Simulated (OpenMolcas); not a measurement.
**doublet [H3O]2+: levels of theory compared**

Aim: a comparison of 6 runs (U-r2SCAN/STO-3G, UM06-2X/STO-3G, UPBE0/STO-3G, USVWN5/STO-3G, ROMP2/STO-3G, ROCCSD(T)/STO-3G) of doublet [H3O]2+. 

The results are computed with OpenMolcas 26.06.

1 further run of the same task is left out (set aside as unsound or not needed).

## 1. The molecule

[H3O]2+: 4 atoms, total charge +2, spin state doublet. SMILES of the parent species: `[OH3+]`. The shape is that of a GFN2-xTB optimisation. That shape belongs to the parent species and isn't relaxed for this state.

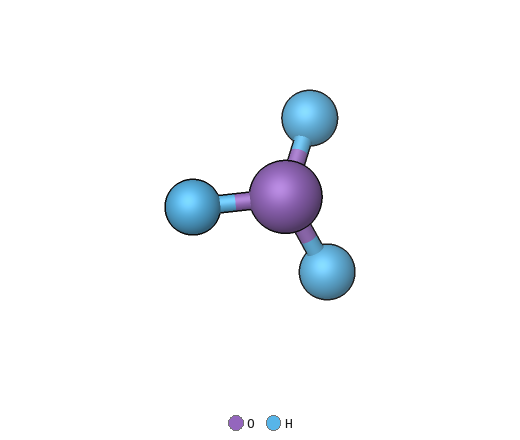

Viewed from a chosen angle; oxygen purple, hydrogen blue.

## 2. A single-point energy at U-r2SCAN/STO-3G (run 1)

Input file calc.input:

```
&GATEWAY
 BasLib = $CurrDir
 Coord
 4
 angstrom
 O        0.196050      -0.061020      -0.056900
 H        0.214230       0.919440       0.016470
 H       -0.413410      -0.366620      -0.765680
 H        0.003130      -0.491800       0.806120
 Basis = STO-3G
 Group = NoSym

&SEWARD
 GridInput
 Grid=UltraFine
 End of Grid

&SCF
 UHF
 Charge = 2
 Spin = 2
 KSDFT = 2
 1.0 MGGA_X_R2SCAN
 1.0 MGGA_C_R2SCAN
 Thresholds = 1e-10 1e-07 1e-07 1e-05
 PrOrbitals = 1 1
```

The basis set STO-3G is read from a file made from the Basis Set Exchange's data (not shown).

On the command line:

```sh
$ export MOLCAS_MEM=1860
$ pymolcas calc.input > calc.log
```

The program printed:

```text
--- Start Module: gateway ---
[...]
--- Stop Module: gateway /rc=_RC_ALL_IS_WELL_ ---
--- Start Module: seward ---
[...]
      Basis functions            8
--- Stop Module: seward /rc=_RC_ALL_IS_WELL_ ---
--- Start Module: scf ---
[...]
       Convergence after  14 Iterations
[...]
::    Total KS-DFT energy                             -74.7818141624
[...]
      Total spin, S                                     0.5011928434
[...]
      Total electronic charge=    9.000000
      Total            charge=    2.000000
[...]
      Dipole Moment (debye):
      Origin of the operator (angstrom)=    0.1545   -0.0481   -0.0448
                   X= -1.7126E+00               Y=  5.3282E-01               Z=  4.9724E-01           Total=  1.8612E+00
      Center of Charge (angstrom)
[...]
--- Stop Module: scf /rc=_RC_ALL_IS_WELL_ ---
[...]
```

Wall time 6.3 s (1 thread of Arm Neoverse V1, shared host); peak memory 0.37 GiB.

## 3. The energy at UM06-2X/STO-3G (run 2)

Input file calc.inp:

```
&GATEWAY
  BasLib=$CurrDir
  Coord
  4
  angstrom
  O        0.196050      -0.061020      -0.056900
  H        0.214230       0.919440       0.016470
  H       -0.413410      -0.366620      -0.765680
  H        0.003130      -0.491800       0.806120
  Basis=STO-3G
  Group=NoSym

&SEWARD
  GridInput
  Grid=UltraFine
  End of Grid

&SCF
  UHF
  Charge=2
  Spin=2
  KSDFT=M062X
  Thresholds=1e-10 1e-07 1e-07 1e-05
  PrOrbitals=1 1
```

The basis set STO-3G is read from a file made from the Basis Set Exchange's data (not shown).

On the command line:

```sh
$ export MOLCAS_MEM=1860
$ pymolcas calc.inp > calc.log
```

The program printed:

```text
--- Start Module: gateway ---
[...]
--- Stop Module: gateway /rc=_RC_ALL_IS_WELL_ ---
--- Start Module: seward ---
[...]
      Basis functions            8
--- Stop Module: seward /rc=_RC_ALL_IS_WELL_ ---
--- Start Module: scf ---
[...]
       Convergence after  12 Iterations
[...]
::    Total KS-DFT energy                             -74.8048363380
[...]
      Total spin, S                                     0.5009079318
[...]
      Total electronic charge=    9.000000
      Total            charge=    2.000000
[...]
      Dipole Moment (debye):
      Origin of the operator (angstrom)=    0.1545   -0.0481   -0.0448
                   X= -1.7021E+00               Y=  5.2954E-01               Z=  4.9422E-01           Total=  1.8498E+00
      Center of Charge (angstrom)
[...]
--- Stop Module: scf /rc=_RC_ALL_IS_WELL_ ---
[...]
```

It took 5.7 s on 1 thread of Arm Neoverse V1, shared host; peak memory 0.37 GiB.

Runs 3 to 4 aren't shown in full; the table further down has their settings and results.

## 4. The energy at ROMP2/STO-3G (run 5)

Input file calc.input:

```
* H3O ROMP2
>>> EXPORT MOLCAS_PRINT=2

&GATEWAY
  BasLib
  $CurrDir
  Coord
  4
  angstrom
  O        0.196050      -0.061020      -0.056900
  H        0.214230       0.919440       0.016470
  H       -0.413410      -0.366620      -0.765680
  H        0.003130      -0.491800       0.806120
  Basis
  STO-3G
  Group
  NoSym

&SEWARD

&SCF
  UHF
  Charge
  2
  Spin
  2
  Thresholds
  1e-10 1e-07 1e-07 1e-05
  PrOrbitals
  1 1

&RASSCF
  FileOrb
  $Project.UnaOrb
  Spin
  2
  Nactel
  1 0 0
  Inactive
  4
  Ras2
  1
  OutOrbitals
  Canonical
  OrbListing
  Nothing

&CASPT2
  IPEA
  0.0
  Frozen
  1
```

The basis set STO-3G is read from a file made from the Basis Set Exchange's data (not shown).

On the command line:

```sh
$ export MOLCAS_MEM=1860
$ pymolcas calc.input > calc.log
```

The program printed:

```text
--- Start Module: gateway ---
[...]
--- Stop Module: gateway /rc=_RC_ALL_IS_WELL_ ---
[...]
      Basis functions            8
[...]
       Convergence after  13 Iterations
[...]
::    Total SCF energy                                -74.5089365558
[...]
      Total spin, S                                     0.5025833660
[...]
--- Start Module: rasscf ---
[...]
      Number of active orbitals                  1
[...]
      Spin quantum number                      0.5
[...]
      Active orbitals                            1
[...]
      Number of CSFs                             1
[...]
      Number of root(s) required                 1
[...]
      Convergence after  4 iterations
[...]
      printout of CI-coefficients larger than  0.05 for root  1
      energy=     -74.507036
      conf/sym  1     Coeff  Weight
             1  u   1.00000 1.00000
      Natural orbitals and occupation numbers for root  1
      sym 1:   1.000000
      ************************************************************************************************************************
      *                                                    Final results                                                     *
[...]
::    RASSCF root number  1 Total energy:    -74.50703590
[...]
      Total electronic charge=    9.000000
      Total            charge=    2.000000
[...]
      Dipole Moment (debye):
      Origin of the operator (angstrom)=    0.1545   -0.0481   -0.0448
                   X= -1.7332E+00               Y=  5.3917E-01               Z=  5.0328E-01           Total=  1.8836E+00
      Center of Charge (angstrom)
[...]
--- Stop Module: rasscf /rc=_RC_ALL_IS_WELL_ ---
--- Start Module: caspt2 ---
[...]
      E2 (Variational):          -0.0360184235
      Total energy:             -74.5430543188
[...]
      Reference weight:           0.98760
[...]
::    CASPT2 Root  1     Total energy:    -74.54305432
[...]
```

It took 2.3 s on 1 thread of Arm Neoverse V1, shared host; peak memory 0.37 GiB.

## 5. A single-point energy at ROCCSD(T)/STO-3G (run 6)

Input file calc.input:

```
* H3O CCSD(T)

&GATEWAY
  BasLib = $CurrDir
  Coord
  4
  angstrom
  O        0.196050      -0.061020      -0.056900
  H        0.214230       0.919440       0.016470
  H       -0.413410      -0.366620      -0.765680
  H        0.003130      -0.491800       0.806120
  Basis = STO-3G
  Group = NoSym

&SEWARD

&SCF
  UHF
  Charge = 2
  Spin = 2
  Thresholds = 1e-10 1e-07 1e-07 1e-05
  PrOrbitals = 1 1

&RASSCF
  FileOrb = $Project.UnaOrb
  Spin = 2
  Nactel = 1 0 0
  Inactive = 4
  Ras2 = 1
  OutOrbitals = Canonical
  OrbListing = Nothing

&MOTRA
  JobIph
  Frozen = 1

&CCSDT
  CCT
  Triples = 3
  Iterations = 80
  Accuracy = 1e-08
  Extrapolation = 5 4
```

The basis set STO-3G is read from a file made from the Basis Set Exchange's data (not shown).

On the command line:

```sh
$ export MOLCAS_MEM=1860
$ pymolcas calc.input > calc.log
```

The program printed:

```text
--- Start Module: gateway ---
[...]
--- Stop Module: gateway /rc=_RC_ALL_IS_WELL_ ---
[...]
      Basis functions            8
[...]
       Convergence after  13 Iterations
[...]
::    Total SCF energy                                -74.5089365558
[...]
      Total spin, S                                     0.5025833660
[...]
      Number of active orbitals                  1
[...]
      Spin quantum number                      0.5
[...]
      Active orbitals                            1
[...]
      Number of CSFs                             1
[...]
      Number of root(s) required                 1
[...]
      Convergence after  4 iterations
[...]
      printout of CI-coefficients larger than  0.05 for root  1
      energy=     -74.507036
      conf/sym  1     Coeff  Weight
             1  u   1.00000 1.00000
      Natural orbitals and occupation numbers for root  1
      sym 1:   1.000000
      ************************************************************************************************************************
      *                                                    Final results                                                     *
[...]
::    RASSCF root number  1 Total energy:    -74.50703590
[...]
      Total electronic charge=    9.000000
      Total            charge=    2.000000
[...]
      Dipole Moment (debye):
      Origin of the operator (angstrom)=    0.1545   -0.0481   -0.0448
                   X= -1.7332E+00               Y=  5.3917E-01               Z=  5.0328E-01           Total=  1.8836E+00
      Center of Charge (angstrom)
[...]
--- Start Module: motra ---
[...]
--- Start Module: ccsdt ---
[...]
      Convergence after                    13  Iterations
      Total energy (diff) :     -74.55364662       0.00000000
[...]
 METHOD                       : CCSD+T(CCSD)+<T3(1)WT1>+<T3(1)UT2> = CCSD(T)
[...]
       CCSD     =       -74.5536466235916
[...]
```

Wall time 2.4 s (1 thread of Arm Neoverse V1, shared host); peak memory 0.37 GiB.

## 6. The series

| run | level | integration grid | frozen core orbitals | energy (Eh) | HOMO energy (eV) | LUMO energy (eV) | ⟨S²⟩ | wall time |
| --- | --- | --- | --- | --- | --- | --- | --- | --- |
| 1 | U-r2SCAN/STO-3G | UltraFine | – | -74.781814 | -36.01 | -29.72 | 0.752 | 6.3 s |
| 2 | UM06-2X/STO-3G | UltraFine | – | -74.804836 | -39.24 | -26.11 | 0.752 | 5.7 s |
| 3 | UPBE0/STO-3G | UltraFine | – | -74.740901 | -37.63 | -28.49 | 0.752 | 4.5 s |
| 4 | USVWN5/STO-3G | UltraFine | – | -74.228075 | -34.91 | -31.50 | 0.752 | 3.9 s |
| 5 | ROMP2/STO-3G | – | 1 | -74.543054 | – | – | – | 2.3 s |
| 6 | ROCCSD(T)/STO-3G | – | 1 | -74.554036 | – | – | – | 2.4 s |

## 7. Results

| quantity | value |
| --- | --- |
| run 6: total energy | -74.55404 Eh |
| run 6: (T) correction | -0.39 mEh |

What this shows: Totals of different functionals can't be ranked against each other. In runs 1, 2, 3, 4, 5, 6 the basis is minimal, so the values are rough. All runs together took 25 s, the longest 6.3 s.
